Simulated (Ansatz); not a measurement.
## Σ5 (210) boundary in fcc Pt: structure and resistance

Aim: the relaxed structure and the specific resistance of the Σ5 (210) boundary in fcc Pt.

Main program and level: Ansatz 0.2.0; Ansatz plane-wave DFT, LDA, PAW files; relaxation of a bicrystal slab with its lowest layers held; PAW set soft_1, in the first sound run; inputs show where later runs differ.

### 1. The starting structure

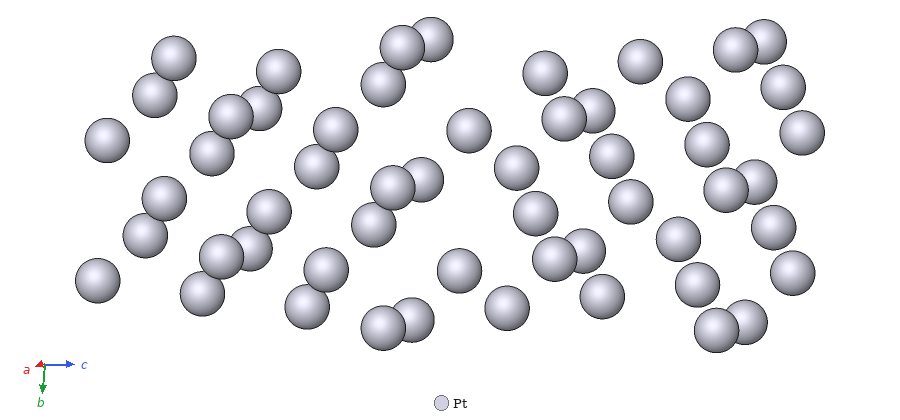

The cell as given, from the side, with the c axis across the page (platinum light grey). 1×2×1 cells are drawn. Some periodic images of atoms are drawn too.

The cell holds 21 atoms: 21 Pt. Cell: a = 4.803 Å, b = 3.922 Å, c = 29.416 Å, α = 90.0°, β = 90.0°, γ = 65.9°. It derives from Pt. built on the (2 1 0) plane; 2 overlapping atoms removed and the grains opened by 0 Å. Vacuum lies along c.

### 2. Relaxing the bicrystal

The boundary is built by mirroring the lower grain in the boundary plane and removing any atoms that overlap. A thin bicrystal slab is relaxed first, with the lowest layers held and the upper grain free to shift and open.

The input, input.yaml:

```yaml
crystal:
  lattice:
    - [4.8032044366, 0.0, 0.0]
    - [1.6010681455, 3.58009721, 0.0]
    - [0.0, 0.0, 29.4157639274]
  atoms:
    - { symbol: Pt, position: [0.6, 0.7, 0.1699768876] }
    - { symbol: Pt, position: [0.2, 0.4, 0.1997888327] }
    - { symbol: Pt, position: [0.8, 0.1, 0.2296007779] }
    - { symbol: Pt, position: [0.4, 0.8, 0.259412723] }
    - { symbol: Pt, position: [0.0, 0.5, 0.2892246681] }
    - { symbol: Pt, position: [0.6, 0.2, 0.3190366132] }
    - { symbol: Pt, position: [0.2, 0.9, 0.3488485583] }
    - { symbol: Pt, position: [0.8, 0.6, 0.3786605034] }
    - { symbol: Pt, position: [0.4, 0.3, 0.4084724485] }
    - { symbol: Pt, position: [0.0, 0.0, 0.4382843936] }
    - { symbol: Pt, position: [0.8, 0.6, 0.4979082838] }
    - { symbol: Pt, position: [0.2, 0.9, 0.5277202289] }
    - { symbol: Pt, position: [0.6, 0.2, 0.557532174] }
    - { symbol: Pt, position: [0.0, 0.5, 0.5873441191] }
    - { symbol: Pt, position: [0.4, 0.8, 0.6171560642] }
    - { symbol: Pt, position: [0.8, 0.1, 0.6469680093] }
    - { symbol: Pt, position: [0.2, 0.4, 0.6767799544] }
    - { symbol: Pt, position: [0.6, 0.7, 0.7065918995] }
    - { symbol: Pt, position: [0.0, 0.0, 0.7364038446] }
    - { symbol: Pt, position: [0.4, 0.3, 0.7662157897] }
    - { symbol: Pt, position: [0.8, 0.6, 0.7960277348] }
kpoints:
  mp_grid: { grid: [7, 7, 1] }
hamiltonian:
  xc: lda
  pseudopotentials: { kind: paw, azcp: { folder: soft_1 }, xc_functional: pbe }
scf:
  occupations: { method: fermi_dirac, width: 0.1 }
relax:
  f_tol: 0.03
  max_steps: 80
  constraints: [{ sites: [0, 1, 2, 3] }]
```

Started as:

```bash
$ ansatz run input.yaml --threads 4 --pin off --max-ram 15360MiB --backend cpu --events-out ev --progress --plain --runs-dir out
```

Numbers of over 12 decimals in the logs are rounded to 6 here.

The log of the run:

```text
Engine: ansatz 0.2.0, aarch64-unknown-linux-gnu
Pseudopotentials: kind: paw
Pseudopotential: Pt, paw, valence charge 18, recommended cutoff 420 eV (normal), soft_1/Pt.paw.azcp
Functional definition: SPW92
  exchange = slater_x
  correlation = pw_c
Crystal: 21 atoms, lattice volume = 505.832 Å³
Basis set: ecut = 420 eV, 9823 PW (Γ)
Bands: 227, of which v1, the nominal top of the filled ones, is band 189 counted from 1 (188 counted from 0)
Symmetry: 2 space group operations
Space group: Cm (ITA 8), of the structure as read, at distance tolerance 8.0e-5 Å
k-points: 16 of 49 (time reversal used)
Non-local potential: Pt, projectors of the file, l = 0: 3, l = 1: 2, l = 2: 2, l = 3: 1
PAW form: soft (Blöchl's): semilocal exchange-correlation on the pseudo side does not see the compensation charge
PAW frozen core: Pt, regenerated for the run's functional, and the local potential with it (the file was generated under x = pbe(κ = 0.804, μ = 0.219515), c = pbe(β = 0.066725))
PAW one-centre angular grid: Pt, 590 points (default); XC on 64 Gauss nodes
Initial density: superposition of atomic densities (neutral atoms: chi_scale 0, normalization atom)
Initial wavefunctions: pseudopotential atomic-orbital guess
Functional: x = slater, c = lda
SCF iter   1: F=—  HF=-257173.465585 eV  |F-HF|=—  |Δ(HF+E_count)|=         —  Δρ=7.75e-2  dr2=4.38e1  ethr=3.10e-3  ⟨swp⟩=6.0  Hψ=13168  notcnv=0  defer=92
preconditioner: auto → LDOS  [metal: Δε(μ)=0.008 eV  Ē_g=7.477 eV  σ=0.100 eV  W_gap=0.02  n_scr=134 (ndim 8)  ℏωp=23.9 eV  f_vac=0.306  D(μ)=32.88/eV (n_scr^D=338)  β→1.0]
SCF iter   2: F=—  HF=-257172.360796 eV  |F-HF|=—  |Δ(HF+E_count)|=    1.10e0  Δρ=6.87e-2  dr2=2.46e1  ethr=3.10e-3  ⟨swp⟩=3.0  Hψ=9367  notcnv=0  defer=268
SCF iter   3: F=—  HF=-257164.335619 eV  |F-HF|=—  |Δ(HF+E_count)|=    8.03e0  Δρ=1.10e-2  dr2=1.54e0  ethr=3.10e-3  ⟨swp⟩=2.0  Hψ=7019  notcnv=0  defer=285
SCF iter   4: F=—  HF=-257164.132283 eV  |F-HF|=—  |Δ(HF+E_count)|=   2.03e-1  Δρ=2.40e-3  dr2=1.80e-1  ethr=4.06e-4  ⟨swp⟩=2.2  Hψ=6126  notcnv=0  defer=277
SCF iter   5: F=—  HF=-257164.119256 eV  |F-HF|=—  |Δ(HF+E_count)|=   1.30e-2  Δρ=1.29e-3  dr2=2.05e-2  ethr=4.75e-5  ⟨swp⟩=2.0  Hψ=4855  notcnv=0  defer=277
SCF iter   6: F=—  HF=-257164.116936 eV  |F-HF|=—  |Δ(HF+E_count)|=   2.32e-3  Δρ=4.63e-4  dr2=2.70e-3  ethr=5.43e-6  ⟨swp⟩=2.0  Hψ=4904  notcnv=0  defer=277
SCF iter   7: F=—  HF=-257164.116679 eV  |F-HF|=—  |Δ(HF+E_count)|=   2.57e-4  Δρ=2.13e-4  dr2=7.83e-4  ethr=7.16e-7  ⟨swp⟩=2.2  Hψ=5082  notcnv=0  defer=277
SCF iter   8: F=—  HF=-257164.116645 eV  |F-HF|=—  |Δ(HF+E_count)|=   3.37e-5  Δρ=8.94e-5  dr2=1.02e-4  ethr=2.07e-7  ⟨swp⟩=2.6  Hψ=5121  notcnv=0  defer=277
SCF iter   9: F=-257164.116621 eV  HF=-257164.116635 eV  |F-HF|=1.38e-5  |Δ(HF+E_count)|=   1.03e-5  Δρ=3.38e-5  dr2=1.52e-5  ethr=5.95e-9  ⟨swp⟩=3.1  Hψ=13507  notcnv=0
SCF 1 converged in 9 iterations: F = -257164.116621 eV  dr2 = 1.52e-5
  greatest PAW one-centre occupation: 1.000 electrons in one spin orbital (limit 2), on the Pt atom at site 14 (counted from 0), in its partial waves of l = 0
relax step   1: F+E_penalty+E_count = -257164.11662138 eV  Δ(F+E_penalty+E_count) = +0.000e0 eV  max|allowed force component| = 1.940e0 eV/Å  Δτ_max = 0.0000 Å  (9 SCF iters, dr2 threshold 2.25e-5 eV, accepted)
Initial density: handed on by an earlier stage of this run
Initial wavefunctions: those handed on with the density
iter 1 solved again at ethr=2.18e-3 eV; its pass at ethr=3.10e-3 eV (dr2=8.24e0 eV) is discarded
SCF iter   1: F=—  HF=-257164.681249 eV  |F-HF|=—  |Δ(HF+E_count)|=         —  Δρ=1.33e-2  dr2=7.22e0  ethr=2.18e-3  ⟨swp⟩=1.0  Hψ=11646  notcnv=0  defer=276
preconditioner: auto → LDOS  [metal: Δε(μ)=0.001 eV  Ē_g=7.617 eV  σ=0.100 eV  W_gap=0.00  n_scr=134 (ndim 8)  ℏωp=23.9 eV  f_vac=0.308  D(μ)=36.14/eV (n_scr^D=402)  β→1.0]
SCF iter   2: F=—  HF=-257164.596721 eV  |F-HF|=—  |Δ(HF+E_count)|=   8.45e-2  Δρ=4.65e-3  dr2=2.40e-1  ethr=1.91e-3  ⟨swp⟩=1.4  Hψ=3382  notcnv=0  defer=276
SCF iter   3: F=—  HF=-257164.570708 eV  |F-HF|=—  |Δ(HF+E_count)|=   2.60e-2  Δρ=3.57e-3  dr2=1.42e-1  ethr=6.34e-5  ⟨swp⟩=3.0  Hψ=7352  notcnv=0  defer=276
SCF iter   4: F=—  HF=-257164.549624 eV  |F-HF|=—  |Δ(HF+E_count)|=   2.11e-2  Δρ=1.03e-3  dr2=1.99e-2  ethr=3.77e-5  ⟨swp⟩=2.0  Hψ=5149  notcnv=0  defer=276
SCF iter   5: F=—  HF=-257164.548042 eV  |F-HF|=—  |Δ(HF+E_count)|=   1.58e-3  Δρ=5.45e-4  dr2=3.56e-3  ethr=5.25e-6  ⟨swp⟩=2.1  Hψ=5163  notcnv=0  defer=276
SCF iter   6: F=—  HF=-257164.547650 eV  |F-HF|=—  |Δ(HF+E_count)|=   3.91e-4  Δρ=1.75e-4  dr2=4.80e-4  ethr=9.42e-7  ⟨swp⟩=2.0  Hψ=5044  notcnv=0  defer=276
SCF iter   7: F=-257164.547540 eV  HF=-257164.547614 eV  |F-HF|=7.46e-5  |Δ(HF+E_count)|=   3.59e-5  Δρ=7.03e-5  dr2=8.10e-5  ethr=2.65e-8  ⟨swp⟩=3.7  Hψ=13445  notcnv=0
SCF 2 converged in 7 iterations: F = -257164.547540 eV  dr2 = 8.10e-5
  greatest PAW one-centre occupation: 1.000 electrons in one spin orbital (limit 2), on the Pt atom at site 17 (counted from 0), in its partial waves of l = 0
relax step   2: F+E_penalty+E_count = -257164.54753983 eV  Δ(F+E_penalty+E_count) = -4.309e-1 eV  max|allowed force component| = 7.032e-1 eV/Å  Δτ_max = 0.1948 Å  (7 SCF iters, dr2 threshold 1.00e-4 eV, accepted)
iter 1 solved again at ethr=1.75e-3 eV; its pass at ethr=3.10e-3 eV (dr2=6.60e0 eV) is discarded
SCF iter   1: F=—  HF=-257165.084041 eV  |F-HF|=—  |Δ(HF+E_count)|=         —  Δρ=1.67e-2  dr2=6.41e0  ethr=1.75e-3  ⟨swp⟩=1.1  Hψ=13504  notcnv=0  defer=264
preconditioner: auto → LDOS  [metal: Δε(μ)=0.004 eV  Ē_g=7.653 eV  σ=0.100 eV  W_gap=0.01  n_scr=134 (ndim 8)  ℏωp=23.9 eV  f_vac=0.313  D(μ)=35.17/eV (n_scr^D=382)  β→1.0]
SCF iter   2: F=—  HF=-257164.928936 eV  |F-HF|=—  |Δ(HF+E_count)|=   1.55e-1  Δρ=6.38e-3  dr2=4.47e-1  ethr=1.70e-3  ⟨swp⟩=2.1  Hψ=4904  notcnv=0  defer=264
SCF iter   3: F=—  HF=-257164.861521 eV  |F-HF|=—  |Δ(HF+E_count)|=   6.74e-2  Δρ=3.43e-3  dr2=9.36e-2  ethr=1.18e-4  ⟨swp⟩=2.6  Hψ=6387  notcnv=0  defer=268
SCF iter   4: F=—  HF=-257164.841037 eV  |F-HF|=—  |Δ(HF+E_count)|=   2.05e-2  Δρ=1.06e-3  dr2=1.29e-2  ethr=2.48e-5  ⟨swp⟩=2.2  Hψ=5189  notcnv=0  defer=268
SCF iter   5: F=—  HF=-257164.837976 eV  |F-HF|=—  |Δ(HF+E_count)|=   3.06e-3  Δρ=3.43e-4  dr2=1.92e-3  ethr=3.41e-6  ⟨swp⟩=2.0  Hψ=5425  notcnv=0  defer=273
SCF iter   6: F=—  HF=-257164.837859 eV  |F-HF|=—  |Δ(HF+E_count)|=   1.17e-4  Δρ=1.63e-4  dr2=3.75e-4  ethr=5.07e-7  ⟨swp⟩=2.0  Hψ=5188  notcnv=0  defer=273
SCF iter   7: F=-257164.837794 eV  HF=-257164.837816 eV  |F-HF|=2.26e-5  |Δ(HF+E_count)|=   4.21e-5  Δρ=4.69e-5  dr2=2.54e-5  ethr=8.18e-9  ⟨swp⟩=3.9  Hψ=14770  notcnv=0
SCF 3 converged in 7 iterations: F = -257164.837794 eV  dr2 = 2.54e-5
  greatest PAW one-centre occupation: 1.000 electrons in one spin orbital (limit 2), on the Pt atom at site 9 (counted from 0), in its partial waves of l = 0
relax step   3: F+E_penalty+E_count = -257164.83779389 eV  Δ(F+E_penalty+E_count) = -2.903e-1 eV  max|allowed force component| = 2.058e-1 eV/Å  Δτ_max = 0.1947 Å  (7 SCF iters, dr2 threshold 3.09e-5 eV, accepted)
[... from here on, the SCF cycles and remarks between the steps are left out ...]
relax step   4: F+E_penalty+E_count = -257165.03365465 eV  Δ(F+E_penalty+E_count) = -1.959e-1 eV  max|allowed force component| = 9.914e-2 eV/Å  Δτ_max = 0.1950 Å  (9 SCF iters, dr2 threshold 3.63e-6 eV, accepted)
relax step   5: F+E_penalty+E_count = -257165.15132118 eV  Δ(F+E_penalty+E_count) = -1.177e-1 eV  max|allowed force component| = 6.230e-2 eV/Å  Δτ_max = 0.2000 Å  (10 SCF iters, accepted)
relax step   6: F+E_penalty+E_count = -257165.19221691 eV  Δ(F+E_penalty+E_count) = -4.090e-2 eV  max|allowed force component| = 8.847e-2 eV/Å  Δτ_max = 0.1985 Å  (10 SCF iters, dr2 threshold 9.01e-7 eV, accepted)
relax step   7: F+E_penalty+E_count = -257165.20075780 eV  Δ(F+E_penalty+E_count) = -8.541e-3 eV  max|allowed force component| = 5.478e-2 eV/Å  Δτ_max = 0.0809 Å  (7 SCF iters, dr2 threshold 3.09e-6 eV, accepted)
relax step   8: F+E_penalty+E_count = -257165.21860466 eV  Δ(F+E_penalty+E_count) = -1.785e-2 eV  max|allowed force component| = 1.993e-1 eV/Å  Δτ_max = 0.1955 Å  (8 SCF iters, dr2 threshold 1.15e-6 eV, accepted)
relax step   9: F+E_penalty+E_count = -257165.23464573 eV  Δ(F+E_penalty+E_count) = -1.604e-2 eV  max|allowed force component| = 8.413e-2 eV/Å  Δτ_max = 0.1950 Å  (7 SCF iters, dr2 threshold 1.52e-5 eV, accepted)
relax step  10: F+E_penalty+E_count = -257165.24642804 eV  Δ(F+E_penalty+E_count) = -1.178e-2 eV  max|allowed force component| = 6.988e-2 eV/Å  Δτ_max = 0.1081 Å  (8 SCF iters, dr2 threshold 1.26e-6 eV, accepted)
relax step  11: F+E_penalty+E_count = -257165.25461618 eV  Δ(F+E_penalty+E_count) = -8.188e-3 eV  max|allowed force component| = 1.185e-1 eV/Å  Δτ_max = 0.1951 Å  (10 SCF iters, accepted)
relax step  12: F+E_penalty+E_count = -257165.25847680 eV  Δ(F+E_penalty+E_count) = -3.861e-3 eV  max|allowed force component| = 5.376e-2 eV/Å  Δτ_max = 0.0550 Å  (6 SCF iters, dr2 threshold 9.69e-6 eV, accepted)
relax step  13: F+E_penalty+E_count = -257165.25943940 eV  Δ(F+E_penalty+E_count) = -9.626e-4 eV  max|allowed force component| = 3.093e-2 eV/Å  Δτ_max = 0.0220 Å  (8 SCF iters, accepted)
SCF iter   1: F=—  HF=-257165.261102 eV  |F-HF|=—  |Δ(HF+E_count)|=         —  Δρ=8.29e-4  dr2=1.83e-3  ethr=1.96e-5  ⟨swp⟩=2.6  Hψ=6488  notcnv=0  defer=265
preconditioner: auto → LDOS  [metal: Δε(μ)=0.008 eV  Ē_g=7.866 eV  σ=0.100 eV  W_gap=0.02  n_scr=134 (ndim 8)  ℏωp=23.9 eV  f_vac=0.332  D(μ)=34.66/eV (n_scr^D=370)  β→1.0]
SCF iter   2: F=—  HF=-257165.260617 eV  |F-HF|=—  |Δ(HF+E_count)|=   4.85e-4  Δρ=2.54e-4  dr2=4.10e-4  ethr=4.84e-7  ⟨swp⟩=3.0  Hψ=7497  notcnv=0  defer=267
SCF iter   3: F=—  HF=-257165.260471 eV  |F-HF|=—  |Δ(HF+E_count)|=   1.46e-4  Δρ=6.44e-5  dr2=3.53e-5  ethr=1.08e-7  ⟨swp⟩=2.3  Hψ=6148  notcnv=0  defer=267
SCF iter   4: F=—  HF=-257165.259693 eV  |F-HF|=—  |Δ(HF+E_count)|=   7.78e-4  Δρ=2.13e-5  dr2=5.77e-6  ethr=9.34e-9  ⟨swp⟩=2.9  Hψ=6678  notcnv=0  defer=267
SCF iter   5: F=—  HF=-257165.259692 eV  |F-HF|=—  |Δ(HF+E_count)|=   5.32e-7  Δρ=1.13e-5  dr2=1.57e-6  ethr=1.53e-9  ⟨swp⟩=2.1  Hψ=5172  notcnv=0  defer=267
SCF iter   6: F=—  HF=-257165.259692 eV  |F-HF|=—  |Δ(HF+E_count)|=   1.20e-7  Δρ=5.29e-6  dr2=3.36e-7  ethr=4.15e-10  ⟨swp⟩=2.1  Hψ=4855  notcnv=0  defer=267
SCF iter   7: F=-257165.259692 eV  HF=-257165.259692 eV  |F-HF|=5.81e-8  |Δ(HF+E_count)|=   3.28e-8  Δρ=2.34e-6  dr2=6.24e-8  ethr=2.65e-11  ⟨swp⟩=4.9  Hψ=12049  notcnv=0
SCF 14 converged in 7 iterations: F = -257165.259692 eV  dr2 = 6.24e-8
relax step  14: F+E_penalty+E_count = -257165.25969205 eV  Δ(F+E_penalty+E_count) = -2.526e-4 eV  max|allowed force component| = 6.912e-3 eV/Å  Δτ_max = 0.0109 Å  (7 SCF iters, accepted)
SCF converged after 7 iterations
Free energy (F): -257165.259692 eV
Harris-Foulkes:  -257165.259692 eV  (|F-HF|=5.81e-8)
Internal energy: -257164.143443 eV  (E = F + TS)
E sigma→0 (E₀):  -257164.701568 eV
Entropy (-TS):   -1.116249 eV (-53.155 meV/atom)
Fermi energy:    12.254950 eV
--- Per-component energies (eV) ---
  E_band       = -6862.523302
  E_kinetic    = 12537.908224
  E_local      = -520583.427852  (includes V_loc(G=0)·N_el)
  E_nonlocal   = 4434.759819
  E_hartree    = 254618.863856
  E_xc         = -4845.419651
  E_vxc        = -5685.234631  (∫ρ·V_xc dr)
  E_paw        = -193345.601297  (= ΣΔE_a)
  E_vpaw       = -6804.255358  (= ΣTr[D̂ρ^β])
  E_aug_tail   = 0.023242  (compensation charges beyond the density's cutoff)
  E_ewald      = 190009.008146
  E_core_change = 9.742070  (= ΣΔE_core)
  E_smearing   = -1.116249  (= −TS)
  E_closure    = 0.000000  (closes the sum)
  Σ components = -257165.259692   (vs F -257165.259692, Δ=0.00e0)
--- Forces (eV/Å), atoms counted from 1 ---
  atom   1  Pt    -0.11303010     0.05054860     1.93391092
  atom   2  Pt     0.18071169    -0.08081673    -0.38614466
  atom   3  Pt     0.07925521    -0.03544401    -1.10006998
  atom   4  Pt    -0.13866832     0.06201436    -0.45009469
  atom   5  Pt    -0.00121313     0.00054253    -0.00340356
  atom   6  Pt    -0.00092108     0.00041192     0.00026583
  atom   7  Pt    -0.00443209     0.00198209     0.00378901
  atom   8  Pt     0.00498505    -0.00222938     0.00227372
  atom   9  Pt    -0.00517754     0.00231547     0.00257644
  atom  10  Pt     0.00566154    -0.00253192    -0.00208598
  atom  11  Pt     0.00011755    -0.00005257     0.00147976
  atom  12  Pt    -0.00230093     0.00102901    -0.00409828
  atom  13  Pt     0.00128577    -0.00057501     0.00251392
  atom  14  Pt     0.00046914    -0.00020980    -0.00526403
  atom  15  Pt    -0.00364571     0.00163041     0.00130119
  atom  16  Pt     0.00007110    -0.00003180    -0.00187629
  atom  17  Pt    -0.00137022     0.00061278     0.00465941
  atom  18  Pt     0.00033979    -0.00015196     0.00359857
  atom  19  Pt    -0.00254685     0.00113899     0.00293520
  atom  20  Pt     0.00151916    -0.00067939     0.00040238
  atom  21  Pt    -0.00119180     0.00053299    -0.00691179
  max |Σ_I F_I| component: 2.43e-4 eV/Å
--- Relaxed structure (14 steps of the walk, 14 accepted, 0 SCFs on fresh bases) ---
  F+E_penalty+E_count = -257165.25969205 eV   max|allowed force component| = 6.912e-3 eV/Å
  atoms:
    - { symbol: Pt, position: [0.600000, 0.700000, 0.1699768876] }
    - { symbol: Pt, position: [0.200000, 0.400000, 0.199789] }
    - { symbol: Pt, position: [0.8, 0.100000, 0.2296007779] }
    - { symbol: Pt, position: [0.400000, 0.800000, 0.259412723] }
    - { symbol: Pt, position: [-0.010423, 0.505212, 0.288186] }
    - { symbol: Pt, position: [0.586600, 0.206700, 0.318602] }
    - { symbol: Pt, position: [0.187286, 0.906357, 0.345748] }
    - { symbol: Pt, position: [0.769620, 0.615190, 0.376276] }
    - { symbol: Pt, position: [0.370826, 0.314587, 0.410599] }
    - { symbol: Pt, position: [-0.028051, 0.014025, 0.429107] }
    - { symbol: Pt, position: [0.634858, 0.682571, 0.471060] }
    - { symbol: Pt, position: [0.068024, 0.965988, 0.511747] }
    - { symbol: Pt, position: [0.463538, 0.268231, 0.532144] }
    - { symbol: Pt, position: [-0.141141, 0.570571, 0.564841] }
    - { symbol: Pt, position: [0.275866, 0.862067, 0.595744] }
    - { symbol: Pt, position: [0.679621, 0.160190, 0.623777] }
    - { symbol: Pt, position: [0.076610, 0.461695, 0.653893] }
    - { symbol: Pt, position: [0.485654, 0.757173, 0.681343] }
    - { symbol: Pt, position: [-0.089364, 0.044682, 0.715199] }
    - { symbol: Pt, position: [0.303869, 0.348066, 0.743019] }
    - { symbol: Pt, position: [0.695534, 0.652233, 0.764622] }
```

Elapsed: 15 min, on 4 threads of Arm Neoverse V1, shared host; peak memory 2.9 GiB; 56 min of CPU time.

The steps of the relaxation:

```csv
step,energy less that of the first step (eV),largest force component (eV/Å)
1,0.0000,1.9399
2,-0.4309,0.7032
3,-0.7212,0.2058
4,-0.9170,0.0991
5,-1.0347,0.0623
6,-1.0756,0.0885
7,-1.0841,0.0548
8,-1.1020,0.1993
9,-1.1180,0.0841
10,-1.1298,0.0699
11,-1.1380,0.1185
12,-1.1419,0.0538
13,-1.1428,0.0309
14,-1.1431,0.0069
```

The run keeps the 2 symmetry operations that it works with, so distortions that break them were not tested.

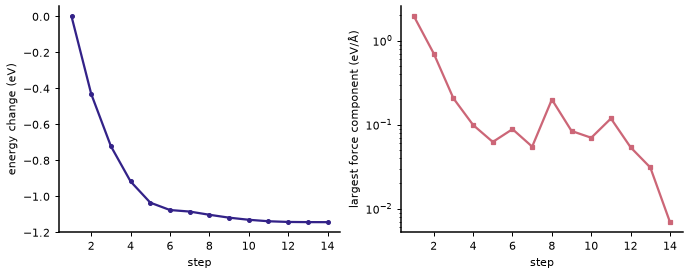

Energy and largest force along the relaxation.

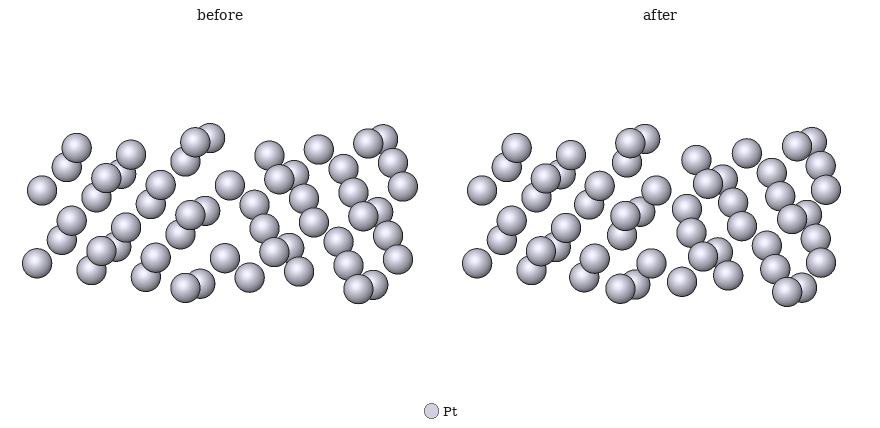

The structure before and after the relaxation, drawn at the same scale.

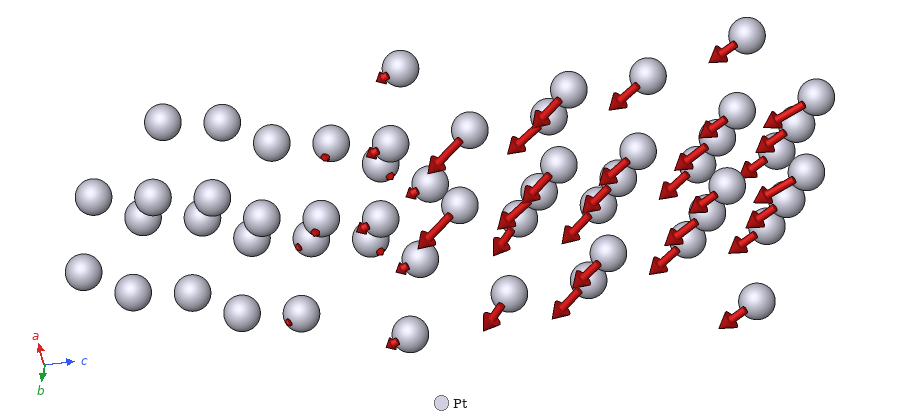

Displacements in the relaxation, exaggerated; the longest in the cell stands for 1.07 Å. 1×2×1 cells are drawn. Some periodic images of atoms are drawn too.

The atoms that moved most (Å):

```csv
atom,dx,dy,dz,length
Pt11,-0.661,0.296,-0.790,1.071
Pt21,-0.418,0.187,-0.924,1.031
Pt13,-0.546,0.244,-0.747,0.957
Pt14,-0.565,0.253,-0.662,0.906
Pt18,-0.458,0.205,-0.743,0.896
Pt17,-0.494,0.221,-0.673,0.864
Pt16,-0.482,0.215,-0.682,0.863
Pt15,-0.497,0.222,-0.630,0.832
```

Numbers from this step:

- free energy: -257165.2597 eV
- energy at zero smearing: -257164.7016 eV
- Fermi energy: 12.25 eV

The largest force component on a free atom ends at 0.0069 eV/Å, under the tolerance of 0.03, after 14 steps.

(Continued in part 2 of 3.)

[Logs are printed without paths, hosts, clocks, repeated set-up lines and the standing remarks that a program may print on its own settings, such as how far it seeks lower states.]

[Hosts, paths, dates, database ids (printed as entryN), source tags and the programs' standing remarks are cut or masked in the printed files.]
